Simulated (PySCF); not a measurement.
## Electronic structure of CH$_{10}$N$_{2}$OSi$_{3}$ in real space

```tsv
atom	x (Å)	y (Å)	z (Å)
N	1.3816	-1.9107	0.6694
Si	1.0572	-0.2282	0.4853
C	2.0686	0.2825	-1.0437
O	1.6216	0.9956	-1.9073
N	-0.5495	0.2934	0.1279
Si	-1.8729	-0.2676	1.1120
Si	-0.8833	1.4535	-1.1695
H	1.0108	-2.3699	1.4852
H	1.2876	-2.5226	-0.1267
H	1.6164	0.4106	1.6799
H	3.1127	-0.0756	-1.1367
H	-2.4916	0.8585	1.8106
H	-1.3077	-1.2019	2.0913
H	-2.8428	-0.9654	0.2661
H	-0.8517	0.7792	-2.4630
H	-2.2867	1.8293	-0.9209
H	-0.0773	2.6514	-0.9700
```

Geometry: GFN2-xTB.

The calculation used CAM-B3LYP/def2-SVPD, SCF density, gas phase in PySCF 2.14.0.

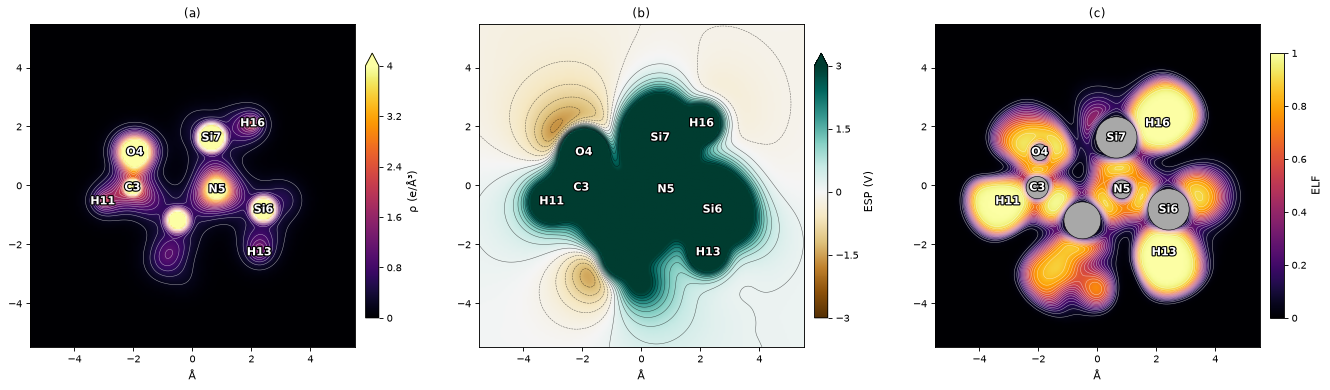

Figure 1. (a) electron density; (b) molecular electrostatic potential; (c) ELF on the plane of atoms N5, Si7 and H16. Grey discs cover the atomic cores in the ELF map.

Read the bonding off the picture.

Answer. The plane passes through C, O, N, Si and H nuclei.
C–O (1.21 Å): ρ is about 3.4 e/Å³ halfway; the ELF peaks at about 0.85 between the atoms (a multiple bond).
Si–N (1.74 Å): ρ is about 1 e/Å³ halfway; the ELF peaks at about 0.90 between the atoms; a shared but strongly polarised pair.
Si–N (1.77 Å): ρ is about 0.98 e/Å³ halfway; the ELF peaks at about 0.90 between the atoms (a shared but strongly polarised pair).
C–H (1.11 Å): the density is about 2 e/Å³ at the midpoint; the ELF climbs to about 1 towards the hydrogen, as it does in any bond to H: a covalent bond by its length.
Si–H (1.47 Å): ρ is about 0.79 e/Å³ halfway; the ELF climbs to about 1 towards the hydrogen.
The ELF also peaks beside N1 and O4, away from the bonds: lone-pair regions.
Outside the dense part of the molecule the potential is most negative (−1.6 V) near O4.

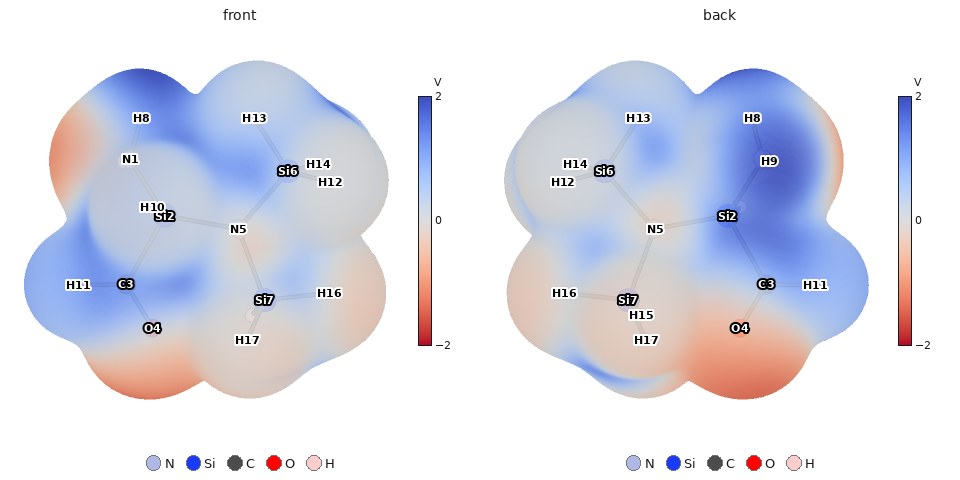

Figure 2. The molecular electrostatic potential painted on the density surface at 0.002 e/bohr³, seen from the front and from behind; the colour scale runs from red (negative) to blue (positive).

Which sites attract a positive test charge, and which a negative one?

Answer. A positive charge is drawn to the negative regions and a negative charge to the positive ones. The most negative region (about −1.3 V, or −30 kcal/mol for a unit charge) lies over O4, the most positive (about +1.9 V, or +44 kcal/mol for a unit charge) over H8 and H9. O4 is the likeliest acceptor of a hydrogen bond.

What dipole moment does the calculation give?

Answer. Its dipole moment is 2.58 D.
